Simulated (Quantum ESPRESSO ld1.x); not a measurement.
Atomic calculation, with input and output: Ir (charge +0.75)

System: Ir with charge +0.75 in the configuration [Kr] 4d10 4f14 5s2 5p5.25 5d7 6s2 (5p: 3 up, 2.25 down, 5d: 5 up, 2 down).
Method: scalar-relativistic Kohn-Sham, LDA (Slater exchange, Perdew-Wang correlation), spin-polarised, spherical densities, point nucleus (Quantum ESPRESSO ld1.x 7.5).

### Input
```
 &input
    zed=77.0,
    iswitch=1,
    rel=1,
    lsd=1,
    dft='PW',
    config='[Kr] 4d10 4f14 5s2 5p3 5p2.25 5d7 6s2',
    verbosity='high',
    prefix='ld1',
    max_out_wfc=37,
    file_charge='ld1.rho',
 /
```

### The program's output
```
     Program LD1 v.7.5 starts

     --------------------------- All-electron run ----------------------------

     scalar relativistic calculation

     atomic number is 77.00
     dft =PW   lsd =1 sic =0 latt =0  beta=0.20 tr2=1.0E-14
     Exchange-correlation= PW
                           (   1   4   0   0   0   0   0)
     mesh =2119 r(mesh) =  99.50367 a.u. xmin = -8.00 dx = 0.00800
     1 Ry =  13.60569312 eV, c = 137.03599908

     n l     nl                  e(Ry)          e(Ha)          e(eV)
     1 0     1S 1( 1.00)   -5592.334241979   -2796.167120990 -76087.5835376
     2 0     2S 1( 1.00)    -979.030325911    -489.515162956 -13320.3861725
     2 1     2P 1( 3.00)    -850.898704536    -425.449352268 -11577.0666527
     3 0     3S 1( 1.00)    -229.552731929    -114.776365964  -3123.2240262
     3 1     3P 1( 3.00)    -192.095734275     -96.047867137  -2613.5956108
     4 0     4S 1( 1.00)     -49.539960863     -24.769980431   -674.0255048
     4 1     4P 1( 3.00)     -37.252017281     -18.626008641   -506.8395153
     3 2     3D 1( 5.00)    -150.815346812     -75.407673406  -2051.9473270
     4 2     4D 1( 5.00)     -22.165534720     -11.082767360   -301.5774633
     4 3     4F 1( 7.00)      -5.384749550      -2.692374775    -73.2632499
     5 0     5S 1( 1.00)      -8.019502867      -4.009751433   -109.1108950
     5 1     5P 1( 3.00)      -4.812772456      -2.406386228    -65.4811051
     5 1     5P 2( 2.25)      -4.641611911      -2.320805955    -63.1523473
     5 2     5D 1( 5.00)      -1.222669671      -0.611334836    -16.6352683
     6 0     6S 1( 1.00)      -0.978640275      -0.489320138    -13.3150793
     1 0     1S 2( 1.00)   -5592.326589126   -2796.163294563 -76087.4794152
     2 0     2S 2( 1.00)    -979.011568677    -489.505784339 -13320.1309673
     2 1     2P 2( 3.00)    -850.880633978    -425.440316989 -11576.8207902
     3 0     3S 2( 1.00)    -229.540747672    -114.770373836  -3123.0609720
     3 1     3P 2( 3.00)    -192.082835426     -96.041417713  -2613.4201130
     4 0     4S 2( 1.00)     -49.516352850     -24.758176425   -673.7043015
     4 1     4P 2( 3.00)     -37.227440177     -18.613720089   -506.5051268
     3 2     3D 2( 5.00)    -150.799240063     -75.399620032  -2051.7281835
     4 2     4D 2( 5.00)     -22.136082711     -11.068041355   -301.1767483
     4 3     4F 2( 7.00)      -5.341222503      -2.670611252    -72.6710343
     5 0     5S 2( 1.00)      -7.867525725      -3.933762862   -107.0431406
     5 2     5D 2( 2.00)      -1.063418449      -0.531709225    -14.4685451
     6 0     6S 2( 1.00)      -0.908252830      -0.454126415    -12.3574093

     final scf error:  7.8E-15 reached in  29 iterations

     Etot =  -35631.860673 Ry,  -17815.930336 Ha, -484796.161716 eV
     Total magnetization:    3.75 Bohr mag.

     Ekin =   39614.802832 Ry,   19807.401416 Ha,  538986.850462 eV
     Encl =  -88389.316131 Ry,  -44194.658065 Ha,-1202597.910629 eV
     Eh   =   13814.019148 Ry,    6907.009574 Ha,  187949.305321 eV
     Exc  =    -671.366522 Ry,    -335.683261 Ha,   -9134.406871 eV

     normalization and overlap integrals

     s(1S/1S) =  1.000000  <r> =   0.0174  <r2> =    0.0004  r(max) =   0.0108
     s(1S/2S) = -0.035126
     s(1S/3S) = -0.015394
     s(1S/4S) = -0.007579
     s(1S/5S) = -0.003320
     s(1S/6S) = -0.001146
     s(2S/2S) =  1.000000  <r> =   0.0736  <r2> =    0.0064  r(max) =   0.0623
     s(2S/3S) = -0.009872
     s(2S/4S) = -0.004634
     s(2S/5S) = -0.002010
     s(2S/6S) = -0.000693
     s(2P/2P) =  1.000000  <r> =   0.0663  <r2> =    0.0054  r(max) =   0.0514
     s(2P/3P) = -0.007759
     s(2P/4P) = -0.003445
     s(2P/5P) = -0.001369
     s(3S/3S) =  1.000000  <r> =   0.1906  <r2> =    0.0415  r(max) =   0.1763
     s(3S/4S) = -0.003366
     s(3S/5S) = -0.001411
     s(3S/6S) = -0.000484
     s(3P/3P) =  1.000000  <r> =   0.1914  <r2> =    0.0425  r(max) =   0.1749
     s(3P/4P) = -0.002830
     s(3P/5P) = -0.001088
     s(4S/4S) =  1.000000  <r> =   0.4236  <r2> =    0.2025  r(max) =   0.3986
     s(4S/5S) = -0.000987
     s(4S/6S) = -0.000333
     s(4P/4P) =  1.000000  <r> =   0.4509  <r2> =    0.2312  r(max) =   0.4182
     s(4P/5P) = -0.000771
     s(3D/3D) =  1.000000  <r> =   0.1733  <r2> =    0.0352  r(max) =   0.1420
     s(3D/4D) = -0.002060
     s(3D/5D) = -0.000581
     s(4D/4D) =  1.000000  <r> =   0.4787  <r2> =    0.2652  r(max) =   0.4249
     s(4D/5D) = -0.000449
     s(4F/4F) =  1.000000  <r> =   0.5352  <r2> =    0.3508  r(max) =   0.3954
     s(5S/5S) =  1.000000  <r> =   0.9742  <r2> =    1.0647  r(max) =   0.8871
     s(5S/6S) = -0.000189
     s(5P/5P) =  1.000000  <r> =   1.1246  <r2> =    1.4298  r(max) =   1.0002
     s(5P/5P) =  1.000000  <r> =   1.1231  <r2> =    1.4278  r(max) =   1.0002
     s(5P/2P) = -0.001375
     s(5P/3P) = -0.001093
     s(5P/4P) = -0.000775
     s(5D/5D) =  1.000000  <r> =   1.6013  <r2> =    3.0149  r(max) =   1.2715
     s(6S/6S) =  1.000000  <r> =   2.6201  <r2> =    7.7566  r(max) =   2.2619
     s(1S/1S) =  1.000000  <r> =   0.0174  <r2> =    0.0004  r(max) =   0.0108
     s(1S/2S) = -0.035126
     s(1S/3S) = -0.015394
     s(1S/4S) = -0.007578
     s(1S/5S) = -0.003338
     s(1S/6S) = -0.001090
     s(2S/2S) =  1.000000  <r> =   0.0736  <r2> =    0.0064  r(max) =   0.0623
     s(2S/3S) = -0.009872
     s(2S/4S) = -0.004634
     s(2S/5S) = -0.002021
     s(2S/6S) = -0.000659
     s(2P/2P) =  1.000000  <r> =   0.0663  <r2> =    0.0054  r(max) =   0.0514
     s(2P/3P) = -0.007759
     s(2P/4P) = -0.003445
     s(3S/3S) =  1.000000  <r> =   0.1906  <r2> =    0.0415  r(max) =   0.1763
     s(3S/4S) = -0.003366
     s(3S/5S) = -0.001419
     s(3S/6S) = -0.000460
     s(3P/3P) =  1.000000  <r> =   0.1914  <r2> =    0.0425  r(max) =   0.1749
     s(3P/4P) = -0.002830
     s(4S/4S) =  1.000000  <r> =   0.4235  <r2> =    0.2025  r(max) =   0.3986
     s(4S/5S) = -0.000992
     s(4S/6S) = -0.000316
     s(4P/4P) =  1.000000  <r> =   0.4508  <r2> =    0.2310  r(max) =   0.4182
     s(3D/3D) =  1.000000  <r> =   0.1733  <r2> =    0.0352  r(max) =   0.1420
     s(3D/4D) = -0.002061
     s(3D/5D) = -0.000570
     s(4D/4D) =  1.000000  <r> =   0.4784  <r2> =    0.2647  r(max) =   0.4249
     s(4D/5D) = -0.000441
     s(4F/4F) =  1.000000  <r> =   0.5329  <r2> =    0.3472  r(max) =   0.3954
     s(5S/5S) =  1.000000  <r> =   0.9713  <r2> =    1.0590  r(max) =   0.8871
     s(5S/6S) = -0.000181
     s(5D/5D) =  1.000000  <r> =   1.6427  <r2> =    3.2032  r(max) =   1.2817
     s(6S/6S) =  1.000000  <r> =   2.7020  <r2> =    8.2602  r(max) =   2.3168

     ------------------------ End of All-electron run ------------------------
```

### Orbitals

| orbital | occupation | energy (eV) | ⟨r⟩ (bohr) | outer maximum (bohr) |
| --- | --- | --- | --- | --- |
| 1s up | 1 | −76087.6 | 0.01744 | 0.0108 |
| 1s down | 1 | −76087.5 | 0.01744 | 0.0108 |
| 2s up | 1 | −13320.4 | 0.07364 | 0.0623 |
| 2s down | 1 | −13320.1 | 0.07364 | 0.0623 |
| 2p up | 3 | −11577.1 | 0.06626 | 0.0514 |
| 2p down | 3 | −11576.8 | 0.06626 | 0.0514 |
| 3s up | 1 | −3123.2 | 0.1906 | 0.176 |
| 3s down | 1 | −3123.1 | 0.1906 | 0.176 |
| 3p up | 3 | −2613.6 | 0.1914 | 0.175 |
| 3p down | 3 | −2613.4 | 0.1914 | 0.175 |
| 3d up | 5 | −2051.9 | 0.1733 | 0.142 |
| 3d down | 5 | −2051.7 | 0.1733 | 0.142 |
| 4s up | 1 | −674.026 | 0.4236 | 0.399 |
| 4s down | 1 | −673.704 | 0.4235 | 0.399 |
| 4p up | 3 | −506.840 | 0.4509 | 0.418 |
| 4p down | 3 | −506.505 | 0.4508 | 0.418 |
| 4d up | 5 | −301.577 | 0.4787 | 0.425 |
| 4d down | 5 | −301.177 | 0.4784 | 0.425 |
| 5s up | 1 | −109.111 | 0.9742 | 0.887 |
| 5s down | 1 | −107.043 | 0.9713 | 0.887 |
| 4f up | 7 | −73.263 | 0.5352 | 0.395 |
| 4f down | 7 | −72.671 | 0.5329 | 0.395 |
| 5p up | 3 | −65.481 | 1.125 | 1.00 |
| 5p down | 2.25 | −63.152 | 1.123 | 1.00 |
| 5d up | 5 | −16.635 | 1.601 | 1.27 |
| 5d down | 2 | −14.469 | 1.643 | 1.28 |
| 6s up | 1 | −13.315 | 2.620 | 2.26 |
| 6s down | 1 | −12.357 | 2.702 | 2.32 |

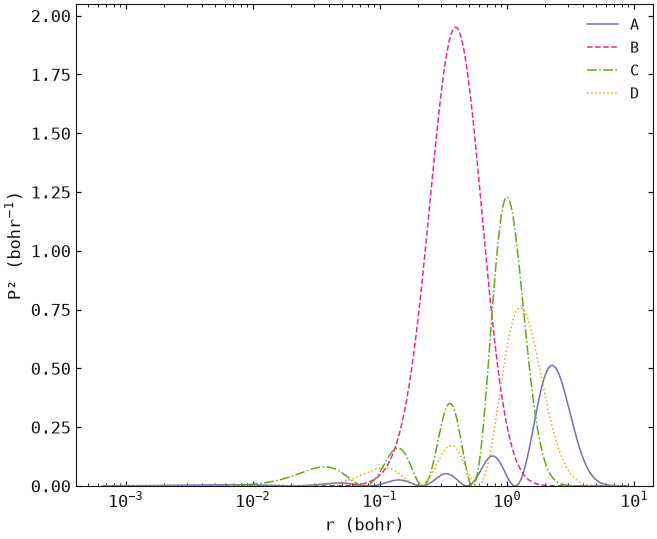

**Figure 1.** The radial probability densities P² of 5d up, 5p up, 4f up and 6s up. A is 6s up; B is 4f up; C is 5p up; D is 5d up. 4f up: outer maximum at 0.395 bohr, ⟨r⟩ = 0.535 bohr, 0 nodes, eigenvalue −73.3 eV; 5p up: outer maximum at 1.00 bohr, ⟨r⟩ = 1.12 bohr, 3 nodes, eigenvalue −65.5 eV; 5d up: outer maximum at 1.27 bohr, ⟨r⟩ = 1.60 bohr, 2 nodes, eigenvalue −16.6 eV; 6s up: outer maximum at 2.26 bohr, ⟨r⟩ = 2.62 bohr, 5 nodes, eigenvalue −13.3 eV.

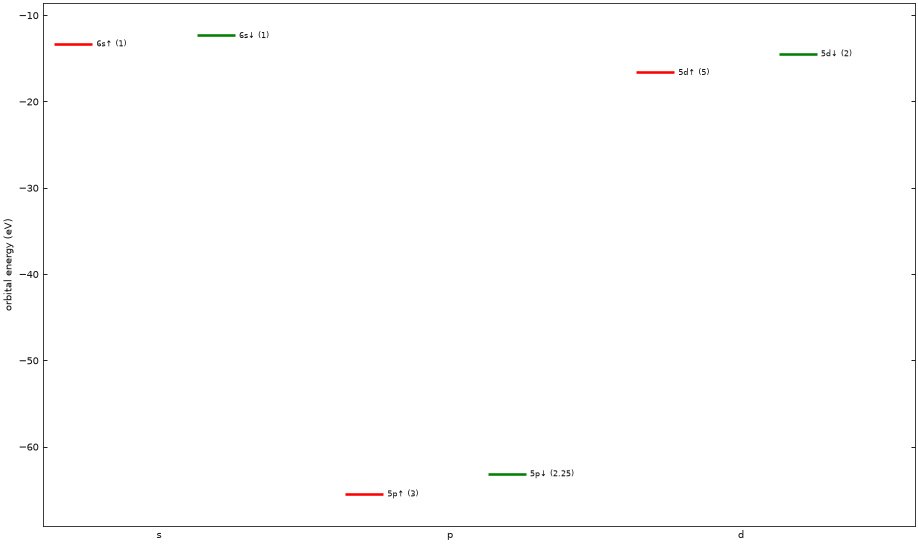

**Figure 2.** The outer levels are drawn by angular momentum (occupations in brackets, up spins at the left of each column and down spins at the right). The highest occupied level is 6s down at −12.4 eV. The highest 4 occupied levels, from the top down, are 6s down (−12.4 eV), 6s up (−13.3 eV), 5d down (−14.5 eV), 5d up (−16.6 eV). The largest exchange splitting (down less up) among the shells drawn in both spins is that of 5p, 2.33 eV. The open 5p and 5d shells lie under a filled one.

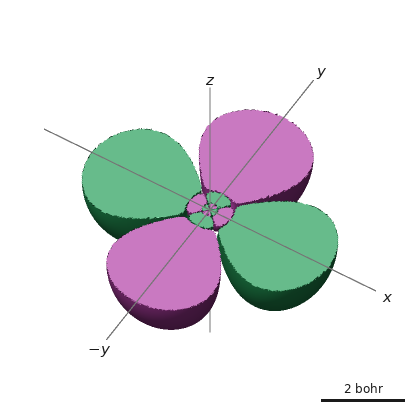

**Figure 3.** The 5d(x²−y²) orbital of down spin. The surface of constant |ψ| that holds about 95 % of the electron is drawn, green where ψ is positive and pink where it is negative, with the half in front of the xy plane cut away and the cut face painted. The radial function comes from the spherical calculation and is multiplied by a real spherical harmonic; the overall sign is chosen so that the largest lobe of P(r) is positive; at the scalar-relativistic level it is the large component. It has two nodal planes at 45° to x and y and 2 radial nodes, at r = 0.200 and 0.586 bohr. The outermost maximum of P² lies at 1.28 bohr, ⟨r⟩ = 1.64 bohr, 90 % of the charge lies within 2.56 bohr, and the eigenvalue is −14.5 eV, with 2 electrons in the shell for this spin.

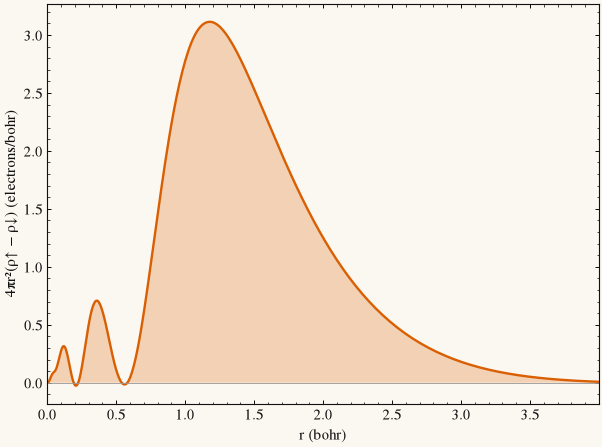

**Figure 4.** The radial spin density. The curve integrates to 3.75 unpaired electrons, held by 5p (+0.75) and 5d (+3). Its largest value, 3.11 electrons/bohr, lies near r = 1.2 bohr. Regions of the opposite sign hold 0.0081 electrons in all, from the polarisation of filled shells.

### Key numbers

```
                       quantity                      value
                        outcome                  converged
                   total energy        −17815.9303 hartree
                 kinetic energy         19807.4014 hartree
        electron–nucleus energy        −44194.6581 hartree
                 Hartree energy          6907.0096 hartree
    exchange–correlation energy        −335.683261 hartree
radius at density 0.001 e/bohr³                  4.25 bohr
                 SCF iterations                         29
                       hardware  1 CPU thread, shared host
                      wall time                     0.98 s
```
